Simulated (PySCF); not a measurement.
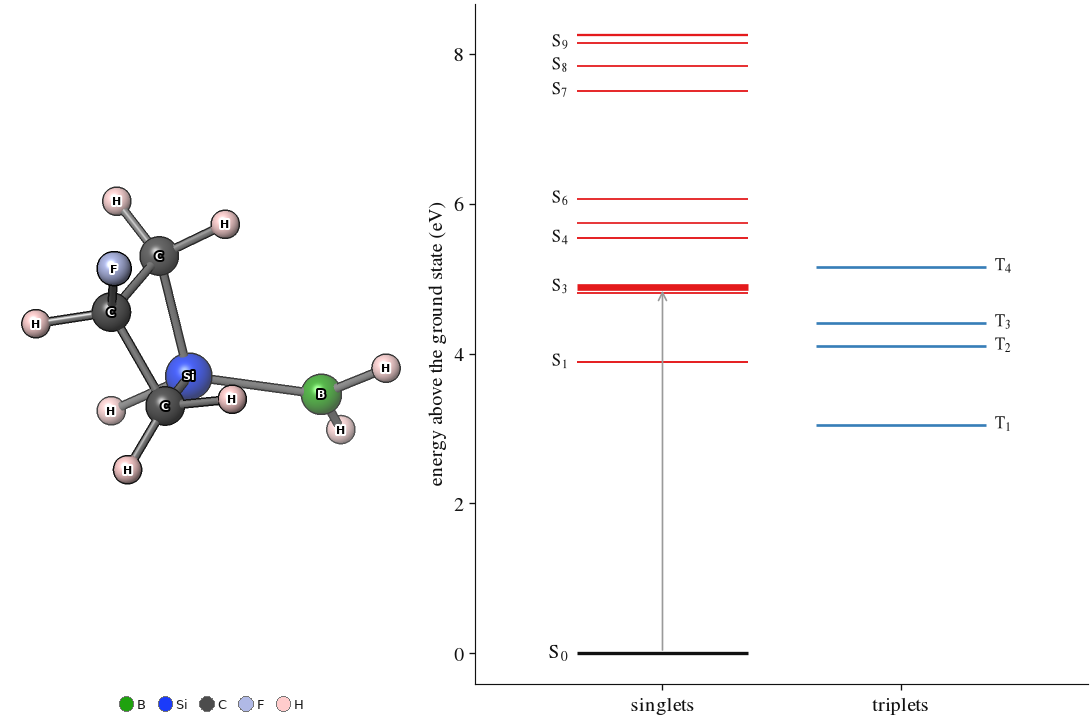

State diagram of C₃H₈BFSi, SMILES B[Si@H]1C[C@@H](F)C1. Vertical TDDFT excitations, PBE0/6-31G(d), PySCF, at a PBE0-D3(BJ)/def2-SVP geometry (no frequency check), gas phase. Triplets in the Tamm-Dancoff approximation; only the lowest 10 singlets and 4 triplets were computed. Thicker singlet lines are brighter; the arrow marks the brightest.

Q: What is the vertical gap between S1 and T1?

A: 0.84 eV: S1 at 3.88 eV, T1 at 3.05 eV.

Q: How many of the triplet levels drawn lie below S1?

A: 1 of 4 (T1 3.05 eV, T2 4.10 eV, T3 4.41 eV, T4 5.15 eV; S1 3.88 eV).

Q: What are the energy, strength and character of the state that the arrow marks?

A: S3 at 4.88 eV (254 nm), f = 0.131, mainly HOMO−1 → LUMO (96 %).

Caveats: states above the negative HOMO energy depend on the basis; one conformer of a flexible molecule; core orbitals are frozen in the response; 6-31G(d) has no diffuse functions, so states with Rydberg character are missing or too high.
